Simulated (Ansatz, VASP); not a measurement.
# Cross-check of Zr between VASP and Ansatz

Aim: how closely do two programs agree when they are given the same cell, functional and k mesh?

Program: Ansatz 0.2.0. Level of theory: plane waves, with VASP 6.6.1 beside it; single point at PBEsol. Results are calculated unless marked as measured.

### Step 1. Starting point

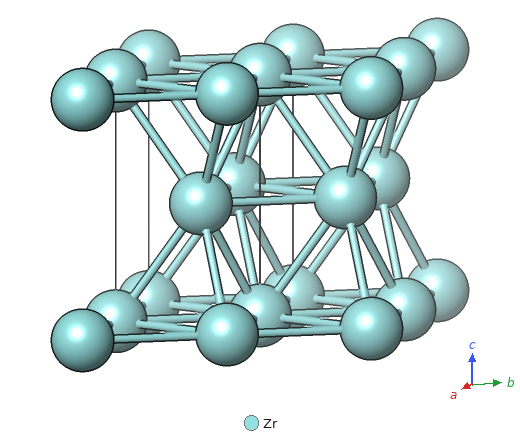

The starting structure, seen slightly off an axis (zirconium light teal). 2×2×1 cells are drawn. Some periodic images of atoms are drawn too.

### Step 2. Ansatz: single point, PBEsol

Ansatz runs on its default PAW (the set named soft_2) files.

A single point gives forces, pressure and levels at one fixed geometry, so differences don't come from the geometry; what else differs is listed under the comparison.

Contents of input.yaml:

```yaml
crystal:
  lattice:
    - [3.1872800329, 0.0, 0.0]
    - [-1.5936400165, 2.7602654775, 0.0]
    - [0.0, 0.0, 5.1152779557]
  atoms:
    - { symbol: Zr, position: [0.0, 0.0, 0.0] }
    - { symbol: Zr, position: [0.3333333333, 0.6666666667, 0.5] }
hamiltonian:
  xc: pbesol
  pseudopotentials: { kind: paw }
kpoints:
  mp_grid: { grid: [28, 28, 16] }
scf:
  occupations: { method: tetrahedron }
output:
  forces: true
  stress: true
```

The run is started by

```
> ansatz run input.yaml --threads 2 --pin off --max-ram 4608MiB --backend cpu --events-out ev --progress --plain --runs-dir out
```

Numbers of over 12 decimals in the logs are rounded to 6 here.

The program printed:

```text
Warning: output.forces, output.stress, relax.cell or npt_langevin: where a Kohn–Sham band that disperses or a degenerate level is filled in part under the method tetrahedron, the forces or the stress that this run publishes need not agree with its energy (scf.occupations.method in the input reference, under Limitations); prefer a smearing scheme for the forces or the stress
Engine: ansatz 0.2.0, aarch64-unknown-linux-gnu
Pseudopotentials: kind: paw
Pseudopotential: Zr, paw, valence charge 12, recommended cutoff 420 eV (normal), Zr.paw.azcp
Functional definition: PBEsol
  exchange = pbesol_x
  correlation = pbesol_c
Crystal: 2 atoms, lattice volume = 45.003 Å³
Basis set: ecut = 420 eV, 881 PW (Γ), exchange–correlation on 48×48×72 points (8 copies of the dense FFT grid, shifted against one another)
Bands: 16, of which v1, the nominal top of the filled ones, is band 12 counted from 1 (11 counted from 0)
Symmetry: 24 space group operations
Space group: P63/mmc (ITA 194), of the structure as read, at distance tolerance 3.6e-5 Å
k-points: 720 of 12544
Non-local potential: Zr, projectors of the file, l = 0: 3, l = 1: 2, l = 2: 2, l = 3: 2
PAW form: soft (Blöchl's): semilocal exchange-correlation on the pseudo side does not see the compensation charge
PAW frozen core: Zr, regenerated for the run's functional, and the local potential with it (the file was generated under x = pbe(κ = 0.804, μ = 0.219515), c = pbe(β = 0.066725))
PAW one-centre angular grid: Zr, 590 points (default); XC on 64 Gauss nodes
Initial density: superposition of atomic densities (neutral atoms: chi_scale 0, normalization atom), corrected by the library's trained network
Initial wavefunctions: pseudopotential atomic-orbital guess
Functional: x = pbesol(κ = 0.804, μ = 0.123457), c = pbesol(β = 0.046)
SCF iter   1: F=—  HF=-8257.272546 eV  |F-HF|=—  |Δ(HF+E_count)|=         —  Δρ=3.56e-3  dr2=2.38e-3  ethr=1.77e-3  ⟨swp⟩=4.9  Hψ=49267  notcnv=0
preconditioner: auto → Kerker (q_TF=auto, 2.457 Å⁻¹)  [metal: no gap  n_scr=10 (ndim 8)  ℏωp=15.7 eV  f_vac=0.000]
SCF iter   2: F=—  HF=-8257.271354 eV  |F-HF|=—  |Δ(HF+E_count)|=   1.19e-3  Δρ=2.05e-3  dr2=7.42e-4  ethr=9.90e-6  ⟨swp⟩=2.8  Hψ=27875  notcnv=0  defer=47
SCF iter   3: F=—  HF=-8257.271440 eV  |F-HF|=—  |Δ(HF+E_count)|=   8.60e-5  Δρ=2.13e-4  dr2=1.76e-5  ethr=3.09e-6  ⟨swp⟩=2.3  Hψ=16930  notcnv=0  defer=47
SCF iter   4: F=—  HF=-8257.271432 eV  |F-HF|=—  |Δ(HF+E_count)|=   8.18e-6  Δρ=7.62e-5  dr2=1.85e-6  ethr=7.33e-8  ⟨swp⟩=2.9  Hψ=21721  notcnv=0  defer=47
SCF iter   5: F=-8257.271432 eV  HF=-8257.271432 eV  |F-HF|=7.12e-9  |Δ(HF+E_count)|=   5.05e-7  Δρ=1.08e-5  dr2=4.18e-8  ethr=4.17e-10  ⟨swp⟩=3.0  Hψ=50291  notcnv=0
SCF 1 converged in 5 iterations: F = -8257.271432 eV  dr2 = 4.18e-8
  greatest PAW one-centre occupation: 0.997 electrons in one spin orbital (limit 2), on the Zr atom at site 1 (counted from 0), in its partial waves of l = 0
SCF converged after 5 iterations
Stability not checked: this state was not tested for a lower state beside it, because cold or Methfessel-Paxton smearing, or corrected tetrahedra, fill the levels in a way that the test cannot read (fill_not_monotonic; see scf.lower_state_search)
Free energy (F): -8257.271432 eV
Harris-Foulkes:  -8257.271432 eV  (|F-HF|=7.12e-9)
Internal energy: -8257.271411 eV  (E = F + TS)
E sigma→0 (E₀):  -8257.271432 eV
Entropy (-TS):   -0.000021 eV (-0.011 meV/atom)
Fermi energy:    14.454256 eV
--- Per-component energies (eV) ---
  E_band       = -181.349158
  E_kinetic    = 666.734015
  E_local      = -1224.395854  (includes V_loc(G=0)·N_el)
  E_nonlocal   = 164.718511
  E_hartree    = 378.046966
  E_xc         = -320.917785
  E_vxc        = -380.693381  (∫ρ·V_xc dr)
  E_paw        = -5800.603851  (= ΣΔE_a)
  E_vpaw       = -163.803859  (= ΣTr[D̂ρ^β])
  E_aug_tail   = 0.000048  (compensation charges beyond the density's cutoff)
  E_ewald      = -2121.184901
  E_core_change = 0.331441  (= ΣΔE_core)
  E_smearing   = -0.000021  (= −TS)
  E_closure    = 0.000000  (closes the sum)
  Σ components = -8257.271432   (vs F -8257.271432, Δ=0.00e0)
--- Forces (eV/Å), atoms counted from 1 ---
  atom   1  Zr    -0.00000000    -0.00000000     0.00000000
  atom   2  Zr    -0.00000000     0.00000000     0.00000000
  max |Σ_I F_I| component: 1.85e-17 eV/Å
--- Stress (GPa, compression-positive) ---
       -0.155040       0.000000       0.000000
        0.000000      -0.155040       0.000000
        0.000000       0.000000      -0.157388
  P = ⅓ Tr σ = -0.1558 GPa (-1.558 kbar)
--- Band table (eV; the first three rows and the last of 720) ---
  k-point 0: bands = [... 8 lower, 8.7078, 11.2974, 15.3077, 15.3077, 15.3882, 15.6893, 16.0179, 16.0179]
  k-point 1: bands = [... 8 lower, 8.7419, 11.2972, 15.2881, 15.2881, 15.3618, 15.6218, 15.9917, 15.9917]
  k-point 2: bands = [... 8 lower, 8.8429, 11.2933, 15.2403, 15.2403, 15.2849, 15.4363, 15.9181, 15.9181]
  k-point 719: bands = [... 8 lower, 12.8419, 12.8419, 13.1981, 13.1981, 14.4437, 14.4437, 16.4985, 16.4985]
```

Run time: 21 s. Hardware: 2 threads of Arm Neoverse N1, shared host; peak memory 0.67 GiB.

Reading the cycles: dr2 is the Hartree energy of the density residual (eV), the measure of convergence; HF is the Harris–Foulkes estimate of the energy, which meets the free energy F at convergence.

The run ends at a pressure of -0.16 GPa.

### Step 3. VASP: single point, PBEsol

The same cell, functional, mesh and smearing now go to VASP, with its own data sets and cutoff.

Lines of VASP's logs that name or quote its potential files are left out, and so is its time.

Contents of INCAR:

```
SYSTEM = Zr
PREC = Accurate
ENCUT = 450
EDIFF = 1E-08
NELM = 100
ISMEAR = -5
SIGMA = 0.15
LREAL = .FALSE.
ALGO = Normal
GGA = PS
NBANDS = 28
LASPH = .TRUE.
LORBIT = 11
LWAVE = .FALSE.
LCHARG = .FALSE.
KPAR = 2
ISIF = 2
NEDOS = 3001
```

Contents of POSCAR:

```
Zr
1.0
    3.1872800329      0.0000000000      0.0000000000
   -1.5936400165      2.7602654775      0.0000000000
    0.0000000000      0.0000000000      5.1152779557
Zr
2
Direct
    0.0000000000      0.0000000000      0.0000000000
    0.3333333333      0.6666666667      0.5000000000
```

Contents of KPOINTS:

```
Automatic mesh
0
Gamma
28 28 16
0 0 0
```

PAW data sets: Zr_sv (PBE family, release 64).

The run is started by

```
> mpirun -np 2 vasp_std
```

The program printed:

```text
[banner, memory and clock lines left out]
running    2 mpi-ranks, on    1 nodes
 distrk:  each k-point on    1 cores,    2 groups
 distr:  one band on    1 cores,    1 groups

 POSCAR found type information on POSCAR Zr
 POSCAR found :  1 types and       2 ions
|                                                                             |
|               ----> ADVICE to this user running VASP <----                  |
|                                                                             |
|     You enforced a specific xc type in the INCAR file but a different       |
|     [... a line on the potential file left out ...]
|     I HOPE YOU KNOW WHAT YOU ARE DOING!                                     |
|                                                                             |

 LDA part: xc-table for (Slater+PW92), standard interpolation
 POSCAR, INCAR and KPOINTS ok, starting setup
 FFT: planning ... GRIDC
 FFT: planning ... GRID_SOFT
 FFT: planning ... GRID
 WAVECAR not read
 entering main loop
       N       E                     dE             d eps       ncg     rms          rms(c)
DAV:   1     0.200188974447E+03    0.20019E+03   -0.11514E+04 40320   0.774E+02
DAV:   2    -0.671204688897E+01   -0.20690E+03   -0.19969E+03 45664   0.261E+02
DAV:   3    -0.187484591604E+02   -0.12036E+02   -0.11773E+02 71908   0.459E+01
DAV:   4    -0.189492087966E+02   -0.20075E+00   -0.20040E+00 45920   0.602E+00
DAV:   5    -0.189516711774E+02   -0.24624E-02   -0.24619E-02 51808   0.553E-01    0.160E+01
DAV:   6    -0.182927049044E+02    0.65897E+00   -0.52673E-01 44288   0.503E+00    0.641E+00
DAV:   7    -0.181577496570E+02    0.13496E+00   -0.33817E-01 53416   0.352E+00    0.107E+00
DAV:   8    -0.181628986774E+02   -0.51490E-02   -0.32955E-02 50464   0.118E+00    0.145E-01
DAV:   9    -0.181629884508E+02   -0.89773E-04   -0.97490E-04 56760   0.159E-01    0.560E-02
DAV:  10    -0.181629785305E+02    0.99203E-05   -0.21198E-05 46444   0.315E-02    0.348E-02
DAV:  11    -0.181629609094E+02    0.17621E-04   -0.22534E-05 59284   0.262E-02    0.264E-03
DAV:  12    -0.181629605014E+02    0.40795E-06   -0.81889E-07 48716   0.489E-03    0.118E-03
DAV:  13    -0.181629604804E+02    0.20961E-07   -0.47487E-08 55908   0.935E-04    0.452E-04
DAV:  14    -0.181629604740E+02    0.64269E-08   -0.10454E-09 24520   0.213E-04
   1 F= -.18162960E+02 E0= -.18162960E+02  d E =0.000000E+00
|                                                                             |
|           W    W    AA    RRRRR   N    N  II  N    N   GGGG   !!!           |
|           W    W   A  A   R    R  NN   N  II  NN   N  G    G  !!!           |
|           W    W  A    A  R    R  N N  N  II  N N  N  G       !!!           |
|           W WW W  AAAAAA  RRRRR   N  N N  II  N  N N  G  GGG   !            |
|           WW  WW  A    A  R   R   N   NN  II  N   NN  G    G                |
|           W    W  A    A  R    R  N    N  II  N    N   GGGG   !!!           |
|                                                                             |
|     Tetrahedron method does not include variations of the Fermi             |
|     occupations, so forces and stress will be inaccurate. We suggest        |
|     using a different smearing scheme ISMEAR = 1 or 2 for metals in         |
|     relaxations.                                                            |
|                                                                             |
```

Parts of OUTCAR (step 3):

```text
ion  position               nearest neighbor table
   1  0.000  0.000  0.000-   2 3.15   2 3.15   2 3.15   2 3.15   2 3.15   2 3.15
   2  0.333  0.667  0.500-   1 3.15   1 3.15   1 3.15   1 3.15   1 3.15   1 3.15

  LATTYP: Found a hexagonal cell.
 ALAT       =     3.1872800329
 C/A-ratio  =     1.6049038374

 Subroutine GETGRP returns: Found 24 space group operations
 (whereof 12 operations were pure point group operations)

The static configuration has the point symmetry D_3h.
 The point group associated with its full space group is D_6h.

 Found    720 irreducible k-points:

   k-points           NKPTS =    720   k-points in BZ     NKDIM =    720   number of bands    NBANDS=     28

   dimension x,y,z NGX =    24 NGY =   24 NGZ =   36
   dimension x,y,z NGXF=    48 NGYF=   48 NGZF=   72

   ENCUT  =  450.0 eV  33.07 Ry    5.75 a.u.   5.51  5.51  8.85*2*pi/ulx,y,z

   NELECT =      24.0000    total number of electrons

 k-points in reciprocal lattice and weights: Automatic mesh
   0.00000000  0.00000000  0.00000000       0.000
   0.03571429  0.00000000  0.00000000       0.000
   0.07142857  0.00000000  0.00000000       0.000
   0.10714286  0.00000000  0.00000000       0.000
   0.14285714  0.00000000  0.00000000       0.000
   0.17857143  0.00000000  0.00000000       0.000
   0.21428571  0.00000000  0.00000000       0.000
   0.25000000  0.00000000  0.00000000       0.000
   0.28571429  0.00000000  0.00000000       0.000
[...]
0.35714286  0.28571429  0.50000000       0.000
   0.32142857  0.32142857  0.50000000       0.000

 average (electrostatic) potential at core
       1 -73.9648       2 -73.9648

 E-fermi :   9.2691

 k-point     1 :       0.0000    0.0000    0.0000
  band No.  band energies     occupation
    ...
      6     -16.9161      2.00000
      7     -16.9011      2.00000
      8     -16.9011      2.00000
      9       3.5154      2.00000
     10       6.1094      2.00000
     11      10.1234      0.00000
     12      10.1234      0.00000
     13      10.2035      0.00000
     14      10.5032      0.00000
     15      10.8338      0.00000
    ...

 k-point     2 :       0.0357    0.0000    0.0000
  band No.  band energies     occupation
    ...
      6     -16.9179      2.00000
      7     -16.9117      2.00000
      8     -16.9024      2.00000
      9       3.5534      2.00000
     10       6.1449      2.00000
     11       9.9560      0.00000
     12      10.1584      0.00000
     13      10.3492      0.00000
     14      10.4213      0.00000
     15      10.7983      0.00000
    ...

 k-point     3 :       0.0714    0.0000    0.0000
  band No.  band energies     occupation
    ...
      6     -16.9428      2.00000
      7     -16.9233      2.00000
      8     -16.9064      2.00000
      9       3.6658      2.00000
     10       6.2489      2.00000
     11       9.7272      0.00000
     12      10.1911      0.00000
     13      10.2632      0.00000
     14      10.5143      0.00000
     15      10.7043      0.00000
    ...

  Total       -0.0127943     -0.0127943     -0.0143951      0.0000000     -0.0000000      0.0000000
  in kB       -0.4554985     -0.4554985     -0.5124888      0.0000000     -0.0000000      0.0000000
  external PRESSURE =      -0.4744953 kB  Pullay stress =       0.0000000 kB

  energy-cutoff  :      450.00
  volume of cell :       45.00
      direct lattice vectors                 reciprocal lattice vectors
     3.187280033  0.000000000  0.000000000     0.313747142  0.181141997  0.000000000
    -1.593640016  2.760265477  0.000000000     0.000000000  0.362283993  0.000000000
     0.000000000  0.000000000  5.115277956     0.000000000  0.000000000  0.195492798

 POSITION                                       TOTAL-FORCE (eV/Angst)
 -----------------------------------------------------------------------------------
      0.00000      0.00000      0.00000        -0.000000      0.000000      0.000000
     -0.00000      1.84018      2.55764         0.000000     -0.000000      0.000000
 -----------------------------------------------------------------------------------
    total drift:                                0.000000     -0.000000     -0.000000

  FREE ENERGIE OF THE ION-ELECTRON SYSTEM (eV)
  ---------------------------------------------------
  free  energy   TOTEN  =       -18.1629604740 eV

  energy  without entropy=      -18.1629604740  energy(sigma->0) =      -18.16296047

 total charge
# of ion       s       p       d       tot
------------------------------------------
    1        2.241   5.957   1.664   9.862
    2        2.241   5.957   1.664   9.862
--------------------------------------------------
tot          4.483  11.914   3.327  19.724

[... 3 further parts left out ...]
```

The run ends at a pressure of -0.05 GPa.

### Step 4. Comparison

Known differences besides the PAW data sets themselves: the cutoff is 420 eV in Ansatz and 450 eV in VASP; Ansatz makes its cores anew for this functional, VASP keeps those of its PBE data sets. Total energies have different zeros and are not compared.

The two programs side by side:

| quantity | Ansatz | VASP | difference |
| --- | --- | --- | --- |
| pressure (GPa) | -0.16 | -0.05 | -0.11 |

### Step 5. Outcome

| Property | Result |
| --- | --- |
| difference in pressure (single point, PBEsol) | -0.11 GPa |

**Reading.** The difference in pressure is -0.11 GPa (single point, PBEsol), within the 1 GPa picked in this series as the mark of a large difference. 1 further run on this material is not shown. Differences of this kind measure data sets and numerical settings, not the functional's error against experiment.

[Lines on the potential files, build, host, timing and source positions are cut from VASP's logs without a mark.]

[Logs are printed without paths, hosts, clocks, repeated set-up lines and the standing remarks that a program may print on its own settings, such as how far it seeks lower states.]

[Hosts, paths, dates, database ids (printed as entryN), source tags and the programs' standing remarks are cut or masked in the printed files.]
